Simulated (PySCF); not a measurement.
**NMR shielding calculation, with input and output: CH6F3NOSi3**

System: CH6F3NOSi3.
Method: GIAO PBE0/pcSseg-1 NMR shielding, non-relativistic, gas phase (PySCF 2.14.0).

The geometry comes from this level: PBE0-D3(BJ)/def2-SVP. Figures and captions count atoms from 1; the log counts them from 0 in places.

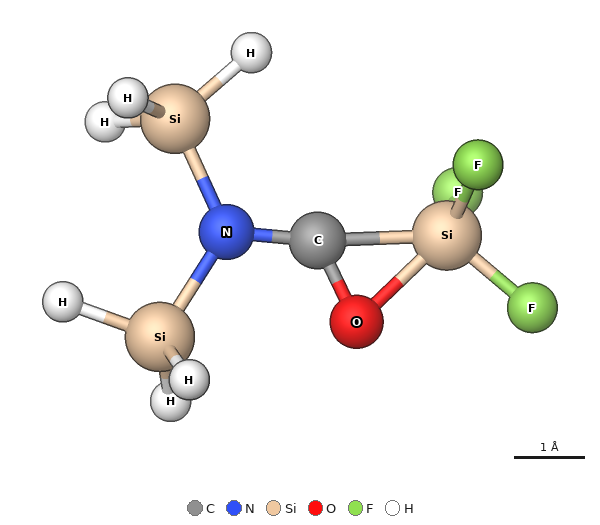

Figure 1. The structure as given in the input (ball-and-stick view, seen on its broad side).

Input file
```
{"job": {"kind": "nmr", "xc": "PBE0", "basis": "pcSseg-1"}, "charge": 0, "multiplicity": 1}
C      0.554155    -0.372378     0.159582
N     -0.551176     0.285790    -0.142040
Si    -0.470122     2.064235    -0.384104
Si    -2.086814    -0.672104    -0.289644
O      0.522594    -1.662491     0.343589
Si     2.237728    -1.087885     0.574271
F      3.113119    -0.692692    -0.717447
F      2.852377    -2.539830     0.921872
F      2.653960    -0.266583     1.895424
H      0.950726     2.457629    -0.220219
H     -1.349765     2.706999     0.630595
H     -0.980729     2.361160    -1.750612
H     -2.402799    -1.317115     1.009829
H     -3.097685     0.369103    -0.624975
H     -1.956569    -1.658374    -1.391889
```

The first line tells a small driver script what to run in PySCF; the rest is the geometry in Å.

Hardware: 1 CPU thread, shared host.

Launched with:
```bash
OMP_NUM_THREADS=1 python <driver script> task.json out
```

What the program printed
```
coarse grid: 15088 points
cycle   1  E = -1338.7361860059  dE =  1.022e+00  |g| = 1.052e+00  |ddm| = 3.745e+00
cycle   2  E = -1338.4285838777  dE =  3.076e-01  |g| = 1.728e+00  |ddm| = 1.662e+00
cycle   3  E = -1338.9052438226  dE = -4.767e-01  |g| = 2.783e-01  |ddm| = 1.116e+00
cycle   4  E = -1338.9188117718  dE = -1.357e-02  |g| = 6.730e-02  |ddm| = 2.113e-01
cycle   5  E = -1338.9195148876  dE = -7.031e-04  |g| = 2.278e-02  |ddm| = 5.934e-02
cycle   6  E = -1338.9196264228  dE = -1.115e-04  |g| = 6.532e-03  |ddm| = 2.138e-02
cycle   7  E = -1338.9196341458  dE = -7.723e-06  |g| = 1.582e-03  |ddm| = 4.369e-03
final grid: 136232 points
cycle   8  E = -1338.9946620489  dE = -1.449e-05  |g| = 1.131e-02  |ddm| = 1.980e-02
cycle   9  E = -1338.9945867107  dE =  7.534e-05  |g| = 2.309e-02  |ddm| = 2.007e-02
cycle  10  E = -1338.9946836541  dE = -9.694e-05  |g| = 1.030e-03  |ddm| = 1.462e-02
cycle  11  E = -1338.9946838357  dE = -1.816e-07  |g| = 4.222e-04  |ddm| = 9.785e-04
cycle  12  E = -1338.9946838685  dE = -3.273e-08  |g| = 5.157e-05  |ddm| = 2.661e-04
cycle  13  E = -1338.9946838689  dE = -4.256e-10  |g| = 2.858e-05  |ddm| = 6.296e-05
```

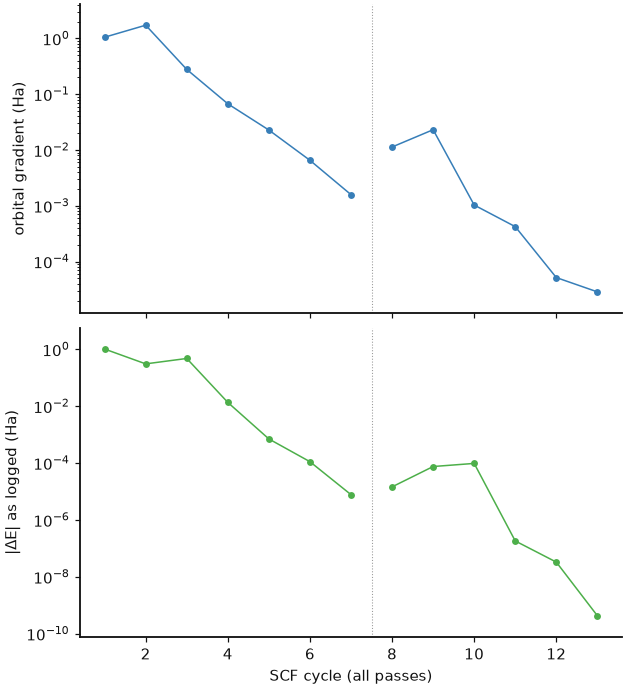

Figure 2. Convergence of the self-consistent field: orbital gradient and size of the energy change against the SCF cycle. The dotted line marks the change from a coarse to the final integration grid. The first 7 cycles use a coarse grid, the final grid takes over at cycle 8, and the field converges after 13 cycles in all.

```
converged SCF energy = -1338.9946838689

GIAO shielding tensors (ppm)
atom      isotropic    diamagn.    paramagn.     s11        s22        s33       span
  0 C      -71.240     251.292    -322.531   -263.121    -70.736    120.139    383.261
  1 N      119.337     337.339    -218.002    -14.603    174.560    198.053    212.657
  2 Si     388.614     880.408    -491.793    356.500    367.702    441.641     85.141
  3 Si     408.219     880.410    -472.190    381.218    398.499    444.941     63.723
  4 O     -120.484     405.867    -526.351   -538.476    -84.584    261.608    800.084
  5 Si     490.320     875.116    -384.795    416.603    465.973    588.384    171.781
  6 F      321.989     469.697    -147.708    273.593    293.316    399.058    125.465
  7 F      316.879     467.461    -150.581    280.142    283.934    386.562    106.420
  8 F      321.082     469.727    -148.645    272.683    292.802    397.761    125.077
  9 H       26.087      29.285      -3.198     22.564     25.887     29.809      7.245
 10 H       26.417      29.199      -2.781     23.238     24.774     31.241      8.003
 11 H       26.414      29.228      -2.814     23.211     24.853     31.180      7.969
 12 H       26.479      29.170      -2.691     22.967     24.826     31.643      8.676
 13 H       26.903      29.276      -2.373     23.285     26.556     30.868      7.583
 14 H       26.485      29.178      -2.693     22.972     24.822     31.660      8.688
```

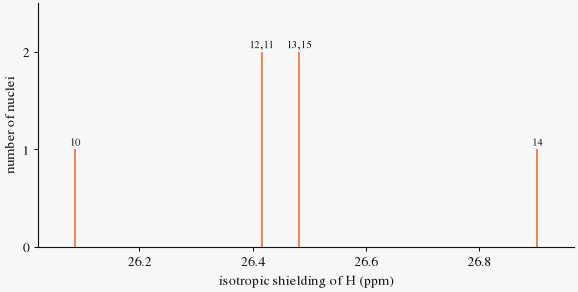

Figure 3. Isotropic shieldings of the hydrogen nuclei in this fixed geometry, labelled by atom number; shielding grows to the right, so chemical shift grows to the left. The least shielded is H10 (26.1 ppm), the most shielded H14 (26.9 ppm).

Results in brief

```json
{"quantity": "outcome", "value": "converged"}
{"quantity": "total energy", "value": "−1338.994684 hartree"}
{"quantity": "HOMO", "value": "−8.25 eV"}
{"quantity": "LUMO", "value": "−1.38 eV"}
{"quantity": "dipole moment", "value": "6.37 D"}
{"quantity": "isotropic shielding, C", "value": "−71.2 ppm"}
{"quantity": "isotropic shielding, N", "value": "119.3 ppm"}
{"quantity": "isotropic shielding, Si", "value": "388.6 to 490.3 ppm"}
{"quantity": "isotropic shielding, O", "value": "−120.5 ppm"}
{"quantity": "isotropic shielding, F", "value": "316.9 to 322.0 ppm"}
{"quantity": "wall time", "value": "39 s"}
{"quantity": "peak memory", "value": "1.1 GiB"}
```
